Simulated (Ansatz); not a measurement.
## Electronic structure of AlH5NOSi (SMILES [NH2][Al][O][SiH3]) (doublet) in real space

Input

```
crystal:
  periodic: [false, false, false]
  atoms:
    - {symbol: N, position_ang: [-0.933809, 1.665423, -1.719999]}
    - {symbol: Al, position_ang: [0.465829, 0.682573, -1.270779]}
    - {symbol: O, position_ang: [0.347166, -0.259428, 0.129920]}
    - {symbol: Si, position_ang: [0.671326, -1.280636, 1.349280]}
    - {symbol: H, position_ang: [-0.979206, 2.263054, -2.528557]}
    - {symbol: H, position_ang: [-1.795828, 1.701063, -1.197311]}
    - {symbol: H, position_ang: [0.560400, -0.571494, 2.652304]}
    - {symbol: H, position_ang: [2.047806, -1.835388, 1.229241]}
    - {symbol: H, position_ang: [-0.295183, -2.411467, 1.338901]}
basis:
  gaussian: {orbitals: def2-TZVPP}
magnetization: {spin_polarized: true, initial_magnetization: 1}
hamiltonian: {xc: pbe0, dispersion: d4}
output: {orbitals: {seedname: orbitals}}
```

Command:

```sh
ansatz run in.yaml --threads 4 --pin off --events-out ev --progress --plain --max-ram 10444MiB
```

Geometry: PBE0-D4/def2-TZVP.

These are results of UKS PBE0-D4/def2-TZVPP in Ansatz, not measurements.

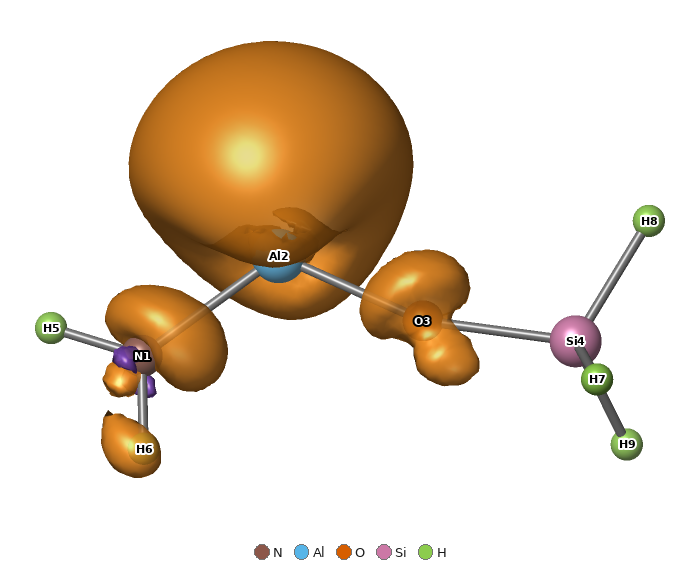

Figure 1. Isosurfaces of the spin density at +0.015 (orange) and −0.015 e/Å³ (purple), seen at a tilt.

Question: Where is the unpaired spin?

Answer: The unpaired spin (1 electron) lies mostly on Al2 (about 0.9), in electrons by Hirshfeld's partition.

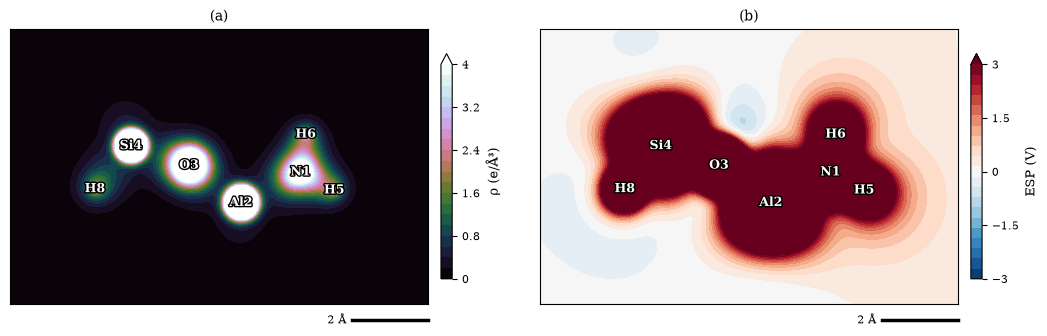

Figure 2. (a) electron density; (b) electrostatic potential on the plane of atoms Al2, N1 and H5.

Question: What do the fields say about this system?

Answer: The section cuts through N, Al, O, Si and H sites. Si–O (1.62 Å): the density is about 1.2 e/Å³ at the midpoint. Al–O (1.69 Å): the density is about 0.88 e/Å³ at the midpoint. Al–N (1.77 Å): ρ at the midpoint is about 0.86 e/Å³. N–H (1.01 Å): ρ at the midpoint is about 2.9 e/Å³. Si–H (1.49 Å): the density is about 0.82 e/Å³ at the midpoint. Outside the dense part of the molecule the potential is most negative (−0.7 V) near O3.

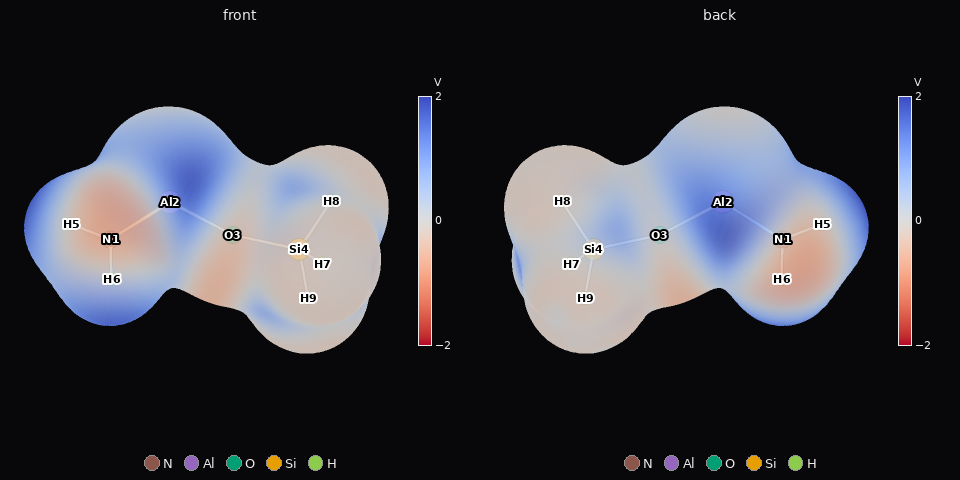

Figure 3. The electrostatic potential painted on the density surface at 0.002 e/bohr³, seen from the front and from behind; red is negative and blue positive.

Question: Where is the surface potential most negative and most positive?

Answer: The most negative region (about −0.8 V) lies over N1, the most positive (about +1.8 V) over Al2 and H5.
